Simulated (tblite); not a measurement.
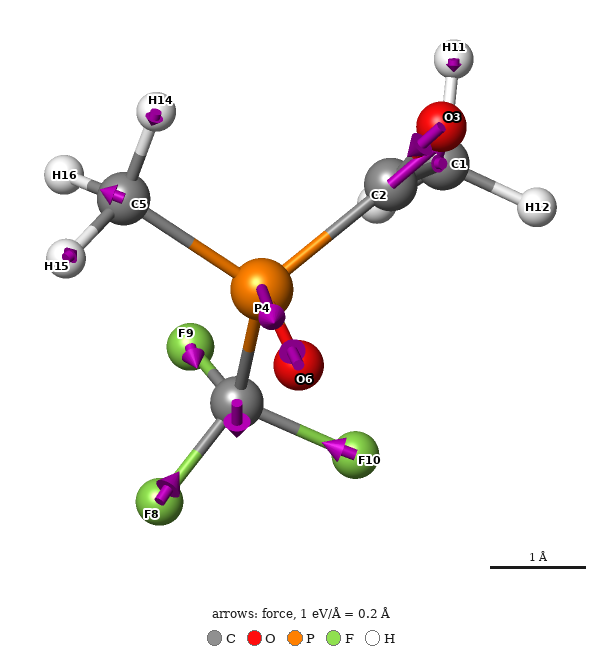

Starting geometry of C$_{4}$H$_{6}$F$_{3}$O$_{2}$P with the computed forces as purple arrows. Style: ball-and-stick. Shown at a tilt.

Level of theory: GFN2-xTB geometry optimisation, gas phase (tblite). 

Q: Is this structure relaxed? If not, where do the atoms go?

A: It isn't relaxed: the largest force vector, on the P atom, is 6.44 eV/Å. The final displacements have little in common with the starting forces (cosine between the two patterns 0.13). Over 209 geometry steps the energy falls by 24.1 kcal/mol. The largest move after the best rigid fit is that of an O atom, 2.57 Å. Largest moves by element: O 2.57 Å, H 1.37 Å, C 0.89 Å, F 0.78 Å, P 0.18 Å. Among the contacts that change: C–P 1.786 → 1.894 Å, O–P 1.526 → 1.463 Å, C–F 1.396 → 1.338 Å, C–O 1.240 → 1.196 Å. Bond angles that change, for instance: C–P–C 114.5° → 101.5°, C–C–P 123.7° → 111.7°, C–P–O 106.5° → 117.5°. Groups turn about C–P by about 100°, C–C by about 50°, C–P by about 30°.
